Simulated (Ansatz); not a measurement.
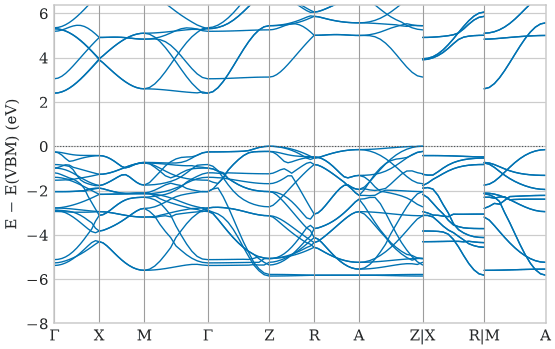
Figure. Band structure from LDA in the plane-wave PAW code Ansatz

**Question.** Read off the gap and where the band edges lie.

**Answer.** About 2.4 eV (2.40 eV by a search for the band edges); maximum at Z, minimum at Γ.

The material is LiTaO3 in space group P4/mbm (No. 127; Li on 2c, Ta on 2a, O on 2b, O on 4g).

The first step of the workflow began from a Materials Project structure, measured or hypothetical; the Crystallography Open Database copy checked does not list it. It is not the phase usual at ambient conditions (space group No. 161). The cell was relaxed with LDA under the symmetry of its start. At this level the phase is dynamically unstable (imaginary phonons). No spin polarisation was allowed. Spin–orbit coupling is left out wherever it is not named.

Potentials: the later of the program's two PAW sets.
